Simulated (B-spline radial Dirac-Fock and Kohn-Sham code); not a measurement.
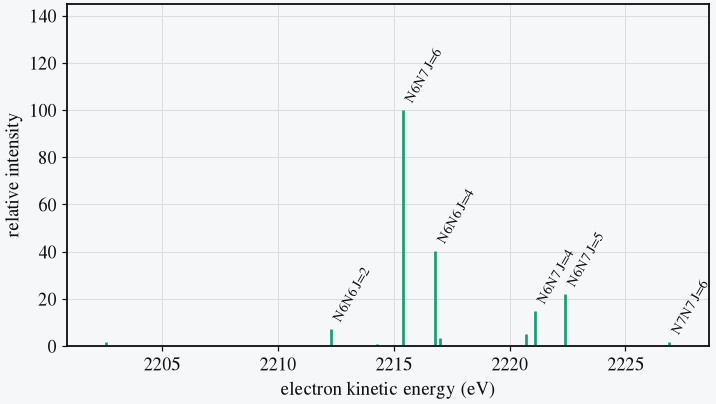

The Auger multiplet of an M4 hole with both final holes in N67, lines labelled by the leading pair of holes and J, as sticks. Kinetic energies count from the vacuum level; very weak lines are left out. Lines are named by their largest jj component, which in light atoms can differ from the customary names. Species: lead in charge state +4 (Pb⁴⁺) ([Xe] 4f14 5d9 6s1), which is not the ground configuration. The calculation used Dirac–Fock ΔSCF energies in intermediate coupling of the two holes, Coulomb rates, valence shells as spectators (a B-spline radial atomic code).

Question: Which line is strongest?

Answer: M4-N6N7 J=6 at 2.215 keV, 51 % of the multiplet.
